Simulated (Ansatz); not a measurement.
**H₄SSi₂: density, localisation and related maps**

```yaml
atoms:
  - { symbol: Si, position_ang: [-0.6841, 0.9418, -0.8680] }
  - { symbol: Si, position_ang: [0.4892, 0.1656, 1.1003] }
  - { symbol: S, position_ang: [1.1461, -1.6044, 0.0685] }
  - { symbol: H, position_ang: [-0.6149, 0.0468, -2.0818] }
  - { symbol: H, position_ang: [-2.1373, 1.1450, -0.5059] }
  - { symbol: H, position_ang: [-0.1365, 2.2997, -1.2437] }
  - { symbol: H, position_ang: [1.8596, -2.1734, 1.0915] }
```

These are results of Ansatz, RKS PBE-D4/def2-SVP, not measurements.

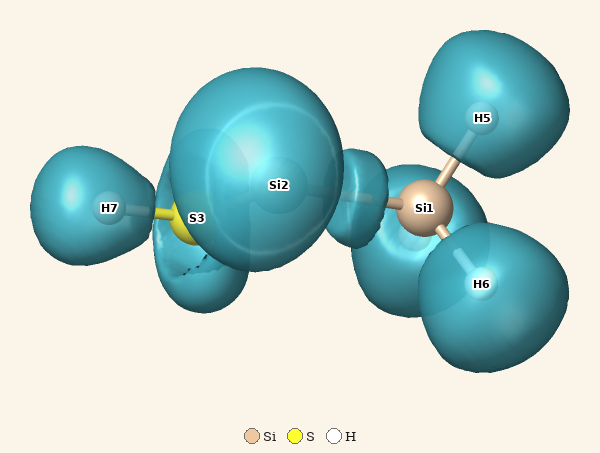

Figure 1. Isosurface of the ELF at 0.85 (cyan), seen from one side. Core shells and regions of very low density are left out.

Describe the localisation domains.

Answer. At this value the surface marks out one region between bonded Si–Si atoms (shared pairs), four regions around hydrogen nuclei, one region on S in which the atom's valence shell and bonds are merged and one lobe on Si, pointing away from the bonds (lone pairs). Profiles from the grid: Si–S (2.15 Å): the ELF peaks at about 0.90 between the atoms (localised, covalent bonding). Si–Si (2.42 Å): the ELF peaks at about 1 between the atoms, as expected for a shared electron pair.

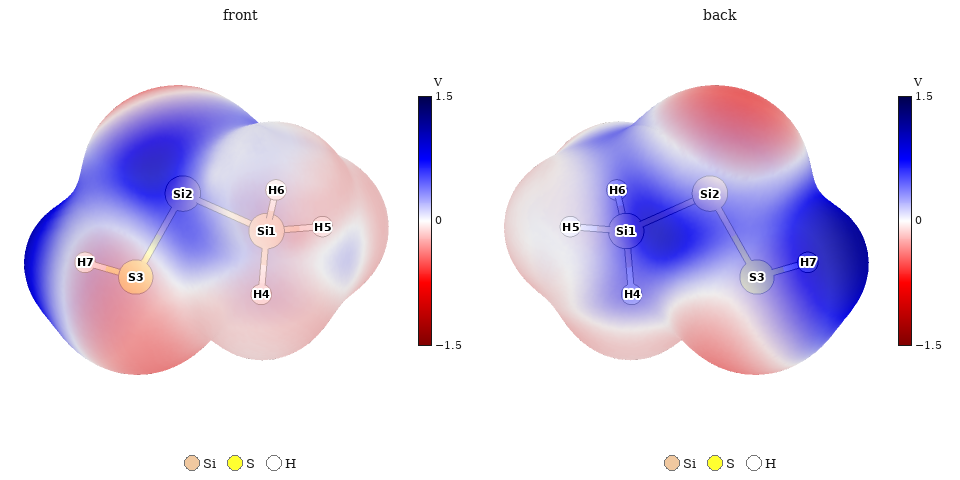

Figure 2. The molecular electrostatic potential painted on the density surface at 0.001 e/bohr³, seen from the front and from behind; red is negative and blue positive.

Where is the surface potential most negative and most positive?

Answer. The most negative region (about −0.5 V) lies over Si2, the most positive (about +1.2 V) over H7.

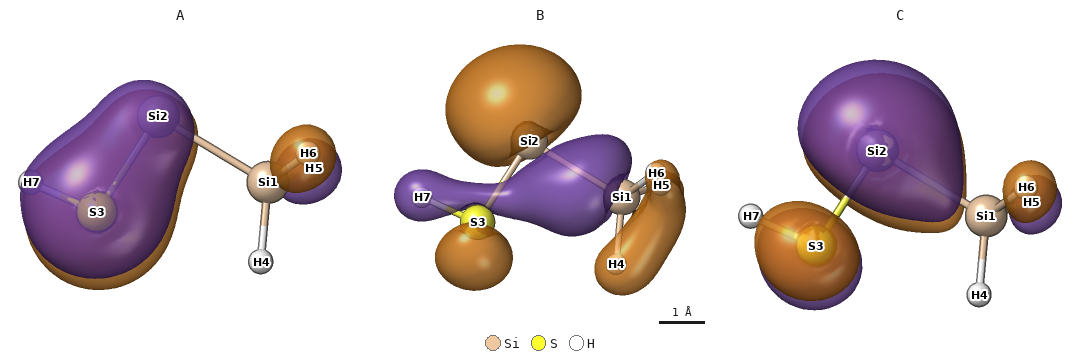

Figure 3. Three frontier orbitals at ±0.08 Å⁻³ᐟ² (orange and purple are the two phases), in no order.

Order the three orbitals by energy and name them.

Answer. A is the HOMO−1 (−7.24 eV). It lies mainly on S3 (about 75 %) and Si2 (about 15 %); largely a lone pair of S3. B is the HOMO (−5.57 eV). It lies mainly on Si2 (about 60 %), Si1 (about 20 %) and S3 (about 10 %). C is the LUMO (−3.50 eV). By Hirshfeld shares it lies mainly on Si2 (about 70 %) and S3 (about 20 %).

What is the HOMO–LUMO gap?

Answer. 2.07 eV between the orbital energies.

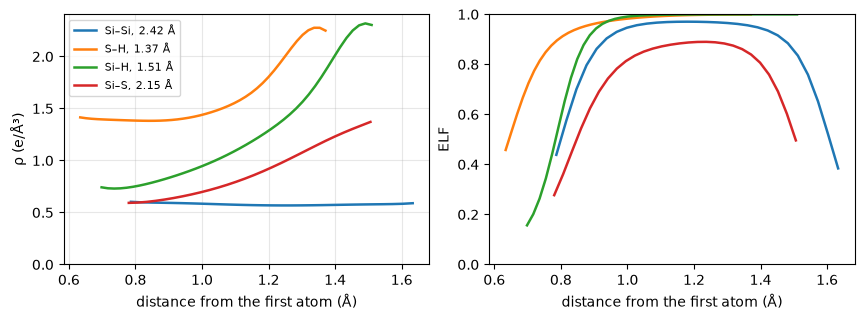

Figure 4. Total electron density and electron localisation function along straight lines between neighbouring atoms. The curves leave out the atomic cores.

Compare the contacts.

Answer. Si–Si (2.42 Å): ρ at the midpoint is about 0.57 e/Å³; the ELF peaks at about 1 between the atoms: a shared electron pair.
S–H (1.37 Å): ρ is about 1.4 e/Å³ halfway; the ELF climbs to about 1 towards the hydrogen, as it does in any bond to H.
Si–H (1.51 Å): the density is about 0.73 e/Å³ at the midpoint; the ELF climbs to about 1 towards the hydrogen.
Si–S (2.15 Å): the density is about 0.77 e/Å³ at the midpoint; the ELF peaks at about 0.90 between the atoms: localised, covalent bonding.
